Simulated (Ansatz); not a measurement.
**Pressure series in Ta4N5**

Consider Ta4N5 (space group I4/m, No. 87; a = 6.824 Å, c = 4.257 Å; a cell from a computed database, its experimental status unchecked).

Cell and atoms are relaxed at each pressure.

Calculations: Ansatz (an electronic-structure program), PBEsol, PAW, cutoff 420 eV, without spin-orbit coupling.

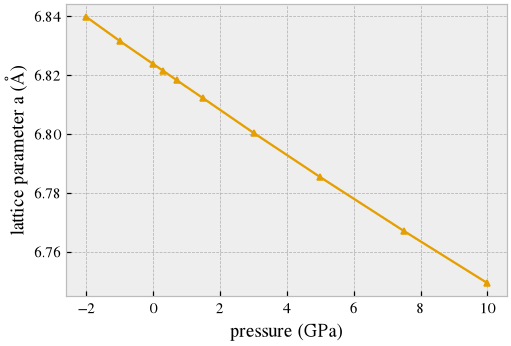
Figure. Lattice parameter a against pressure

```json
[
 {"pressure (GPa)": "-2", "lattice parameter a": "6.840 Å"},
 {"pressure (GPa)": "-1", "lattice parameter a": "6.831 Å"},
 {"pressure (GPa)": "0.3", "lattice parameter a": "6.821 Å"},
 {"pressure (GPa)": "0.7", "lattice parameter a": "6.818 Å"},
 {"pressure (GPa)": "1.5", "lattice parameter a": "6.812 Å"},
 {"pressure (GPa)": "3", "lattice parameter a": "6.800 Å"},
 {"pressure (GPa)": "5", "lattice parameter a": "6.785 Å"},
 {"pressure (GPa)": "7.5", "lattice parameter a": "6.767 Å"},
 {"pressure (GPa)": "10", "lattice parameter a": "6.749 Å"}
]
```

Load acts through the strain it causes; cell and atoms are relaxed under it. Stability against distortions was not tested. Competing high-pressure phases were not computed. The final runs are not spin-polarised. An odd electron count without spin: Ta4N5.
